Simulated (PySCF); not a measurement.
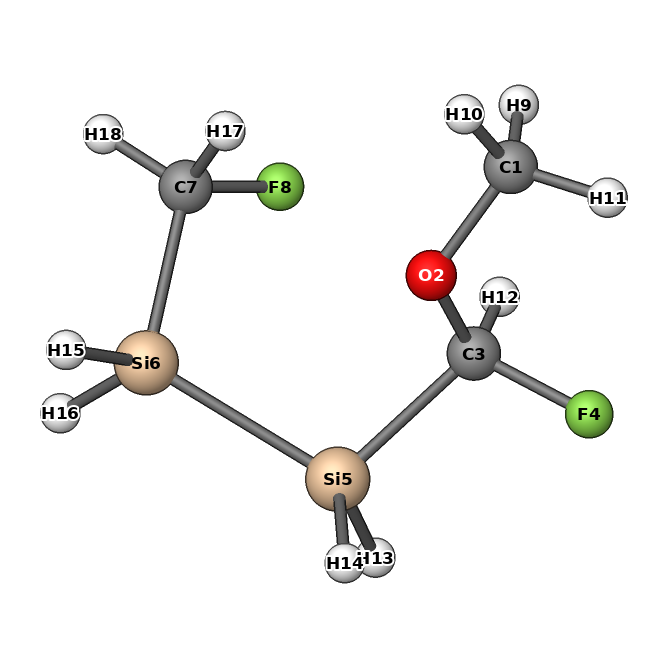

The questions are on isotropic NMR shieldings of the F atoms. The geometry was computed by an optimisation with GFN2-xTB. No frequency run is at hand to confirm it as a minimum. Method: GIAO PBE0/pcSseg-1 NMR shielding, non-relativistic, gas phase (PySCF 2.14.0).

List the isotropic NMR shieldings of the F atoms.

```
atom  σ (ppm)
  F4    341.0
  F8    460.8
```

The geometry is semi-empirical. Around Si such bond lengths and angles can be off by a tenth of an ångström or more and by several degrees, and values that hang on the shape move with them.
